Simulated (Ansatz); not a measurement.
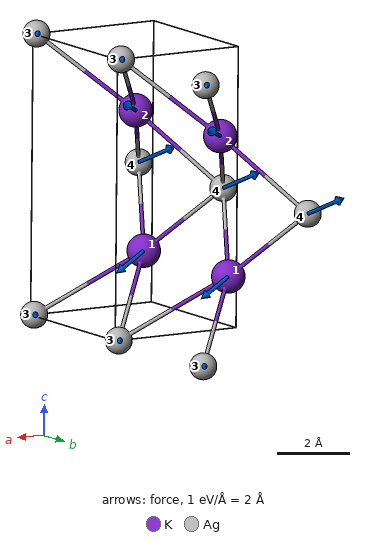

Starting geometry of crystalline KAg (a generated structure, set up in P1) (coarse preliminary run) with the computed forces as blue arrows. The picture is a ball-and-stick view of the cell of the calculation, repeated 1 × 2 × 1 with one cell outlined, seen from a free direction.

Theory: Ansatz, DFT PBE, scalar-relativistic, plane waves, PAW.

Input
```yaml
crystal:
  lattice:
    - [4.1218121947, -0.0511001469, 0.0726907602]
    - [-0.0511001469, 4.0509193066, 0.0284246674]
    - [0.1453815204, 0.0568493348, 8.1279371307]
  atoms:
    - { symbol: K, position: [0.4349910834, 0.5233637704, 0.2504867138] }
    - { symbol: K, position: [0.477542106, 0.4754568872, 0.7473931209] }
    - { symbol: Ag, position: [-0.0237416512, 0.0071782781, 0.0006984219] }
    - { symbol: Ag, position: [0.1112084618, -0.0059989357, 0.5014217434] }
basis:
  ecutwfc: 420
kpoints:
  mp_grid: { grid: [6, 6, 4] }
hamiltonian:
  xc: pbe
scf:
  occupations: { method: gaussian, width: 0.2 }
  lower_state_search: "off"
output:
  forces: true
  stress: true
  eigenvalues: true
relax:
  adjacent_minimum: "off"
  f_tol: 0.025
  max_steps: 60
  cell: { stress_tol: 0.25 }
```

Launched with:
```bash
ansatz run input.yaml --threads 1 --pin off --max-ram 3072MiB --backend cpu --events-out ev --progress --plain --runs-dir out
```

Is this structure relaxed? If not, where do the atoms go?

Answer. It isn't relaxed: the largest force vector, on Ag4, is 0.65 eV/Å. The atoms end up moving mostly along the starting forces (cosine between the two patterns 0.86). The energy falls by 0.244 eV per cell of the calculation in 3 accepted moves (4 points after the start). Largest force component: 0.63 eV/Å at the start, 0.0067 eV/Å at the end. Pressure: 1.25 GPa at the start and −0.01 GPa at the end. The SCF was repeated once at an unchanged geometry on a basis and grid sized afresh for the cell, which shifted the energy by 0.5 meV per cell of the calculation at most. Ag4 moves most relative to the cell: 0.46 Å along −a. By element the largest moves are Ag 0.46 Å, K 0.28 Å. The volume changes by +3.8 %, with a 4.123 → 4.151 Å (+0.7 %), b 4.051 → 4.141 Å (+2.2 %), c 8.129 → 8.190 Å (+0.7 %), α 89.2° → 89.9°, β 88.0° → 89.9°, γ 91.4° → 90.1°. Some distances before and after: K1–Ag4 4.137 → 3.585 Å, K1–Ag4 (another image) 3.102 → 3.568 Å, K1–Ag4 (another image) 3.977 → 3.579 Å, K1–Ag4 (another image) 3.176 → 3.566 Å. The space group stays P1 (No. 1).
